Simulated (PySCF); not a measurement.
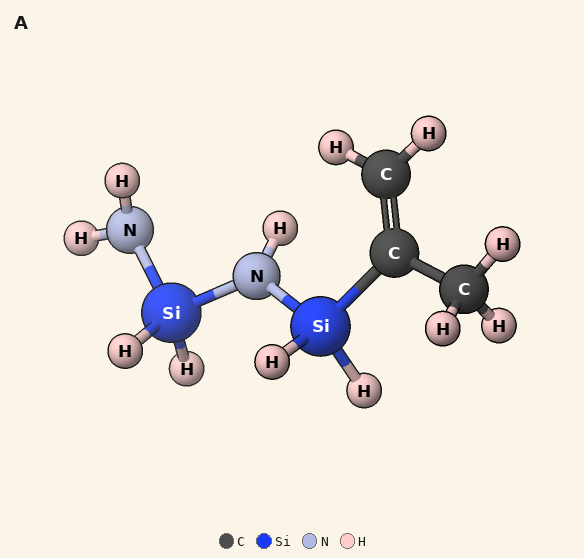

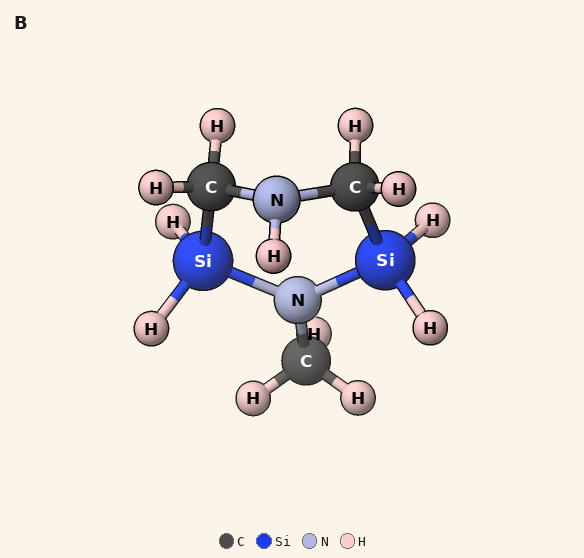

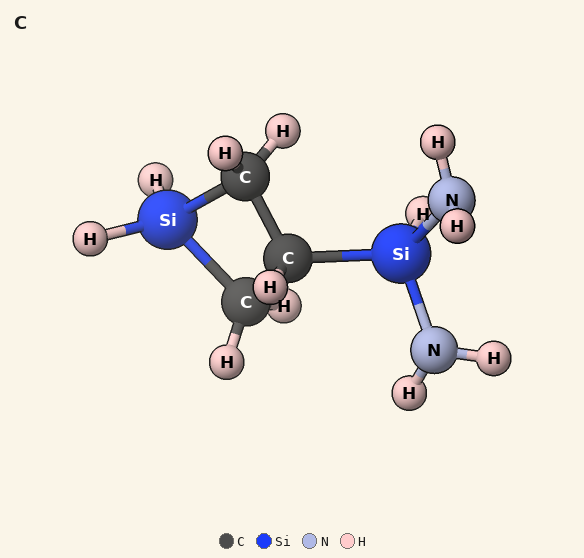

3 stationary structures of one formula. Geometries: GFN2-xTB. Electronic energies: CAM-B3LYP/def2-SVPD (PySCF 2.14.0), without zero-point energy. No frequency run is at hand to confirm each as a minimum. Each is one conformer, not always the lowest.

**Are they conformers, stereoisomers or constitutional isomers?**

They are constitutional isomers of C3H12N2Si2: A `C=C(C)[SiH2]N[SiH2]N`, B `CN1[SiH2]CNC[SiH2]1`, C `N[SiH](N)C1C[SiH2]C1`.

**Which structure is the most stable?**

A is lowest; C lies 0.375 eV above it, B lies 0.949 eV above it.

The geometry is semi-empirical. Around Si such bond lengths and angles can be off by a tenth of an ångström or more and by several degrees, and values that hang on the shape move with them.
